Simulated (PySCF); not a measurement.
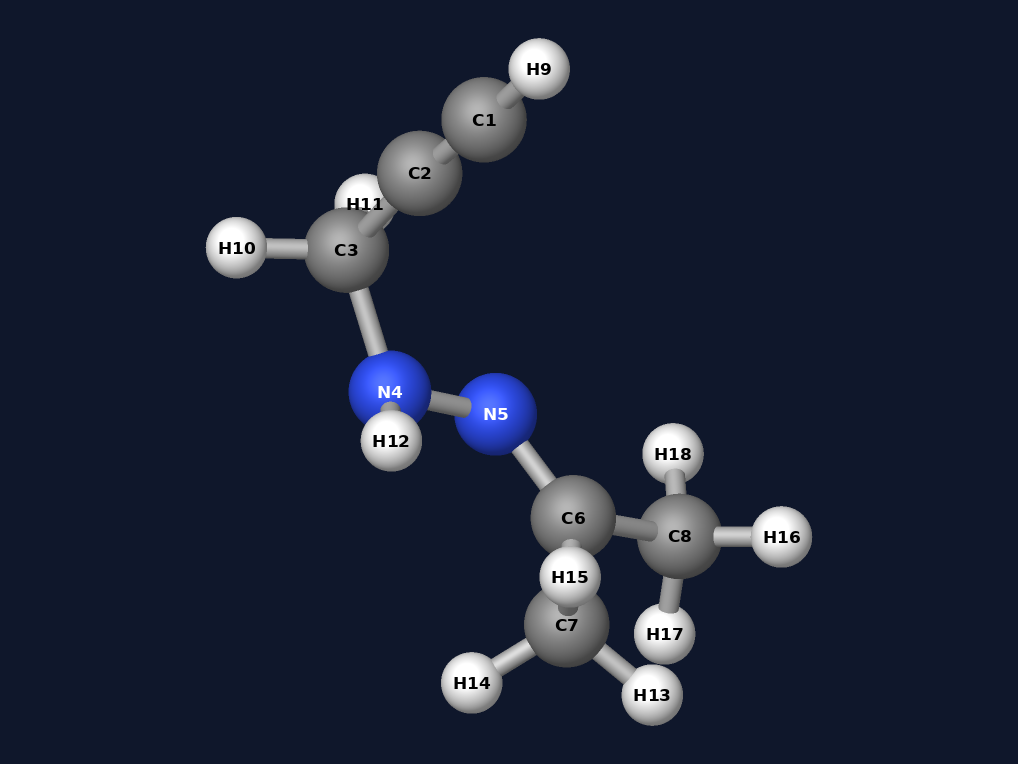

Every bond is drawn as one stick. The geometry was computed by an optimisation with GFN2-xTB. No frequency run is at hand to confirm it as a minimum. Computed with PBE0/pcSseg-1 (PySCF 2.14.0).

List the Mayer bond orders of C1–C2, C2–C3, C3–N4, N4–N5, N5–C6, C6–C7, C6–C8 (bonds between heavy atoms, one of each equivalent set).

```csv
bond,Mayer order,length (Å)
C1–C2,2.60,1.197
C2–C3,1.03,1.455
C3–N4,0.99,1.451
N4–N5,1.05,1.349
N5–C6,1.87,1.268
C6–C7,1.01,1.509
C6–C8,1.05,1.496
```
